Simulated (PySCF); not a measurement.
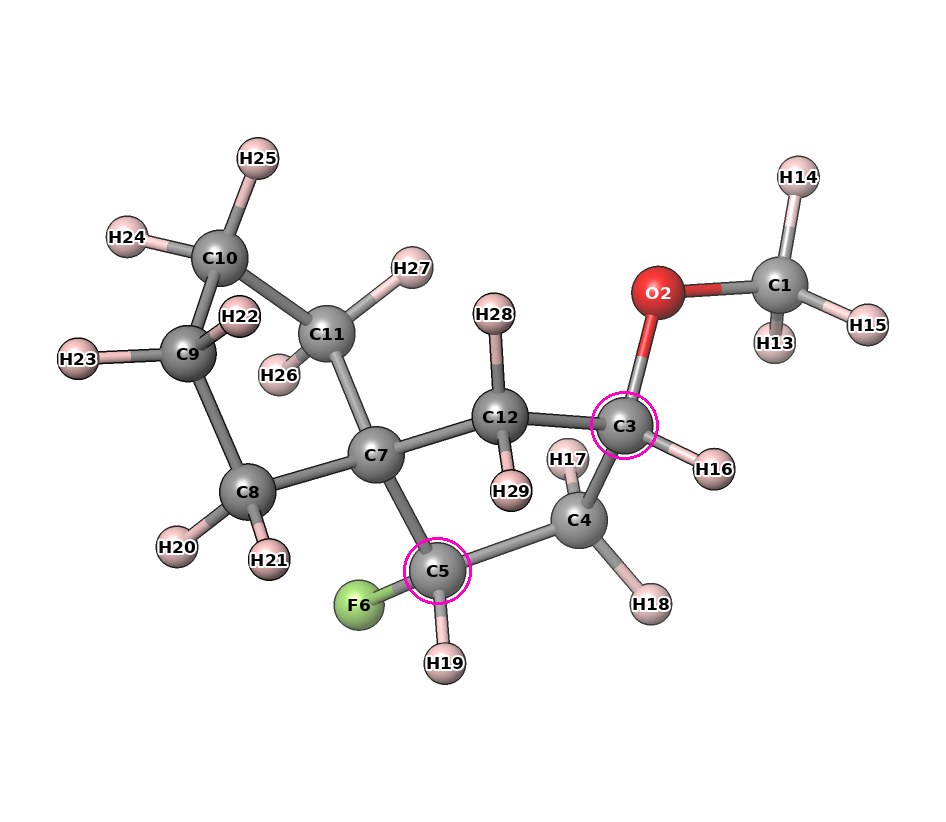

Distant atoms are faded towards the background colour. Circles mark the stereogenic atoms. The computed structure is the end point of a PBE0-D3(BJ)/def2-SVP optimisation. No frequency run is at hand to confirm it as a minimum.

**Assign CIP descriptors.**

C3: S (priorities O2 > C4 > C12 > H16); C5: S (priorities F6 > C7 > C4 > H19).

**Write the isomeric SMILES.**

CO[C@@H]1C[C@H](F)C2(CCCC2)C1
